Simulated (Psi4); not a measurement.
**UB3LYP/6-31G(d) (Cartesian functions) run of OH (SMILES [OH])**

What is the vertical electron affinity of OH at UB3LYP/6-31G* (Cartesian functions)? 

The calculation is run with Psi4 1.11.

## (1) The system as given

OH: 2 atoms, total charge 0, spin state doublet. As SMILES, `[OH]`. The coordinates come from a PBE0-D4/def2-TZVP relaxation.

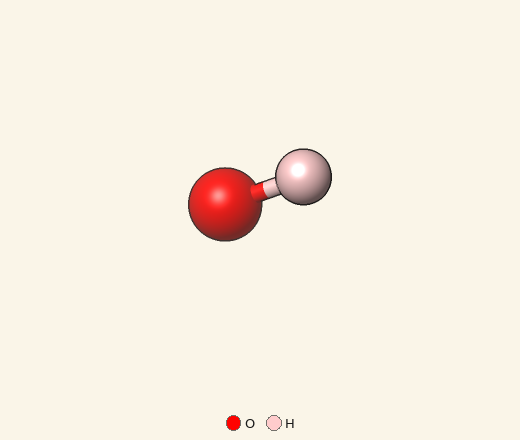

Viewed from a chosen angle; oxygen red, hydrogen pink.

## (2) Energy and gradient at UB3LYP/6-31G(d) (Cartesian functions)

calc.dat

```
memory 2.2 GB

molecule {
  0 2
  O      0.78589930    -0.25161703     0.40544074
  H     -0.78589930     0.25161703    -0.40544074
  units bohr
  symmetry c1
}

set {
  basis                6-31G*
  reference            uks
  puream               false
  e_convergence        1e-09
  d_convergence        1e-08
  scf_type             pk
  dft_radial_points    99
  dft_spherical_points 590
  maxiter              100
}

result, w = gradient("b3lyp", return_wfn=True)
oeprop(w, "QUADRUPOLE", "LOWDIN_CHARGES", "DIPOLE")
```

Command:

```bash
psi4 -i calc.dat -o calc.out -n 1
```

calc.out (excerpt; [...] marks lines left out):

```text
[...]
  Running in c1 symmetry.
[...]
  Nuclear repulsion =    4.350574249077812
[...]
  Multiplicity = 2
[...]
  Nalpha       = 5
  Nbeta        = 4
[...]
    Number of basis functions: 17
[...]
   @UKS iter   1:   -75.68009760411120   -3.38586e-01   1.91509e-02 ADIIS/DIIS
[...]
   @UKS iter   9:   -75.72336953989763   -3.79430e-12   9.79857e-09 DIIS
[...]
   @S^2 Observed:                7.519262111E-01
[...]
    Orbital Energies [Eh]
    ---------------------
    Alpha Occupied:
       1A    -19.212929     2A     -1.009834     3A     -0.468474
       4A     -0.404318     5A     -0.329252
    Alpha Virtual:
       6A      0.072116     7A      0.775438     8A      0.816033
       9A      0.838634    10A      0.864551    11A      1.082273
      12A      1.689366    13A      1.737934    14A      1.751529
      15A      1.751575    16A      2.406029    17A      3.362885
    Beta Occupied:
[...]
  @UKS Final Energy:   -75.72336953989763
   => Energetics <=
    Nuclear Repulsion Energy =              4.3505742490778117
    One-Electron Energy =                -112.6826596640569420
    Two-Electron Energy =                  39.7999733508281537
    DFT Exchange-Correlation Energy =      -7.1912574757466476
    Empirical Dispersion Energy =           0.0000000000000000
    VV10 Nonlocal Energy =                  0.0000000000000000
    Total Energy =                        -75.7233695398976323
[...]
  -Total Gradient:
     Atom            X                  Y                   Z
    ------   -----------------  -----------------  -----------------
       1        0.000000000000    -0.000000000000    -0.009169548589
       2        0.000000000000    -0.000000000000     0.009169661209
[...]
 Multipole Moments:
 ------------------------------------------------------------------------------------
     Multipole            Electronic (a.u.)      Nuclear  (a.u.)        Total (a.u.)
 ------------------------------------------------------------------------------------
 L = 1.  Multiply by 2.5417464519 to convert [e a0] to [Debye]
 Dipole X            :         -0.0000000            0.0000000           -0.0000000
 Dipole Y            :         -0.0000000            0.0000000           -0.0000000
 Dipole Z            :          0.1672372           -0.8578758           -0.6906386
 Magnitude           :                                                    0.6906386
 L = 2.  Multiply by 1.3450342976 to convert [e a0^2] to [Debye ang]
 Quadrupole XX       :         -4.5610718            0.0000000           -4.5610718
 Quadrupole XY       :          0.3671769            0.0000000            0.3671769
[...]
```

It took 2.6 s on 1 thread of Intel Xeon 6975P-C (Granite Rapids), shared host; peak memory 0.27 GiB.

## (3) The singlet anion

job.json

```json
{
 "schema_name": "qcschema_input",
 "schema_version": 1,
 "molecule": {
  "schema_name": "qcschema_molecule",
  "schema_version": 2,
  "symbols": ["O", "H"],
  "geometry": [0.7858993, -0.25161703, 0.40544074, -0.7858993, 0.25161703, -0.40544074],
  "molecular_charge": -1,
  "molecular_multiplicity": 1,
  "fix_symmetry": "c1"
 },
 "driver": "gradient",
 "model": {
  "method": "b3lyp",
  "basis": "6-31G*"
 },
 "keywords": {
  "puream": false,
  "e_convergence": 1e-09,
  "d_convergence": 1e-08,
  "scf_type": "pk",
  "dft_radial_points": 99,
  "dft_spherical_points": 590
 }
}
```

Command:

```bash
psi4 --qcschema job.json -n 1 --memory 2200MB
```

stdout (excerpt; [...] marks lines left out):

```text
[...]
  Running in c1 symmetry.
[...]
  Nuclear repulsion =    4.350574249077812
[...]
  Multiplicity = 1
[...]
  Nalpha       = 5
  Nbeta        = 5
[...]
    Number of basis functions: 17
[...]
   @RKS iter   1:   -75.42989616868408   -8.83842e-02   5.12537e-02 ADIIS/DIIS
[...]
   @RKS iter   9:   -75.72061511800696   -8.52651e-14   2.56308e-10 DIIS
[...]
    Orbital Energies [Eh]
    ---------------------
    Doubly Occupied:
       1A    -18.662214     2A     -0.484766     3A      0.005891
       4A      0.161587     5A      0.161587
[...]
  @RKS Final Energy:   -75.72061511800696
   => Energetics <=
    Nuclear Repulsion Energy =              4.3505742490778117
    One-Electron Energy =                -117.1262571496388460
    Two-Electron Energy =                  44.5478673207310436
    DFT Exchange-Correlation Energy =      -7.4927995381769659
    Empirical Dispersion Energy =           0.0000000000000000
    VV10 Nonlocal Energy =                  0.0000000000000000
    Total Energy =                        -75.7206151180069611
[...]
 Multipole Moments:
 ------------------------------------------------------------------------------------
     Multipole            Electronic (a.u.)      Nuclear  (a.u.)        Total (a.u.)
 ------------------------------------------------------------------------------------
 L = 1.  Multiply by 2.5417464519 to convert [e a0] to [Debye]
 Dipole X            :         -0.0000000            0.0000000            0.0000000
 Dipole Y            :          0.0000000            0.0000000            0.0000000
 Dipole Z            :          0.4778593           -0.8578758           -0.3800165
 Magnitude           :                                                    0.3800165
[...]
  -Total Gradient:
     Atom            X                  Y                   Z
    ------   -----------------  -----------------  -----------------
       1       -0.000000000000     0.000000000000    -0.011928664765
       2       -0.000000000000    -0.000000000000     0.011928806188
[...]
```

The result, in JSON:

```text
{
 "driver": "gradient",
 "model": {
  "method": "b3lyp",
  "basis": "6-31G*"
 },
 "success": true,
 "return_result": [-3.236358278970906e-15, 1.3018496090375793e-14, -0.011928664764795427, -4.56130916711117e-18, -2.8448781675271173e-16, 0.011928806187617796],
 "properties": {
  "calcinfo_nbasis": 17,
  "calcinfo_nmo": 17,
  "calcinfo_nalpha": 5,
  "calcinfo_nbeta": 5,
  "calcinfo_natom": 2,
  "nuclear_repulsion_energy": 4.350574249077812,
  "return_energy": -75.72061511800696,
  "return_gradient": [-3.236358278970906e-15, 1.3018496090375793e-14, -0.011928664764795427, -4.56130916711117e-18, -2.8448781675271173e-16, 0.011928806187617796],
  "scf_one_electron_energy": -117.12625714963885,
  "scf_two_electron_energy": 44.547867320731044,
  "scf_xc_energy": -7.492799538176966,
  "scf_dipole_moment": [2.376760079525677e-18, 1.5935990743322567e-16, -0.3800164750840881],
  "scf_total_energy": -75.72061511800696,
  "scf_total_gradient": [-3.236358278970906e-15, 1.3018496090375793e-14, -0.011928664764795427, -4.56130916711117e-18, -2.8448781675271173e-16, 0.011928806187617796],
  "scf_iterations": 9
 }
}
```

Wall time 2 s (1 thread of Intel Xeon 6975P-C (Granite Rapids), shared host); peak memory 0.27 GiB.

## (4) Outcome

At UB3LYP/6-31G* (Cartesian functions):

| quantity | value |
| --- | --- |
| doublet OH: total energy | -75.72337 Eh |
| doublet OH: dipole moment | 1.76 D |
| doublet OH: HOMO energy (highest over α and β) | -8.23 eV |
| doublet OH: LUMO energy (lowest over α and β) | -4.19 eV |
| doublet OH: ⟨S²⟩ | 0.752 |
| doublet OH: largest force on an atom | 0.472 eV/Å |
| singlet anion: total energy | -75.72062 Eh |
| singlet anion: HOMO energy | 4.40 eV |
| singlet anion: LUMO energy | 11.32 eV |
| singlet anion: HOMO–LUMO gap (to an unbound level, set by the basis) | 6.92 eV |
| singlet anion: largest force on an atom | 0.613 eV/Å |
| vertical electron affinity (to the singlet anion) | -0.075 eV |

What this shows: The anion lies 0.07 eV (7.2 kJ/mol) above the neutral: the electron isn't bound at this level, and such a value depends on the basis. Without diffuse functions anions come out too high. The largest force (doublet OH) is 0.47 eV/Å: the shape isn't a stationary point for this species at this level. The HOMO (singlet anion) lies at positive energy, 4.40 eV; only total energies tell whether the electron is bound.
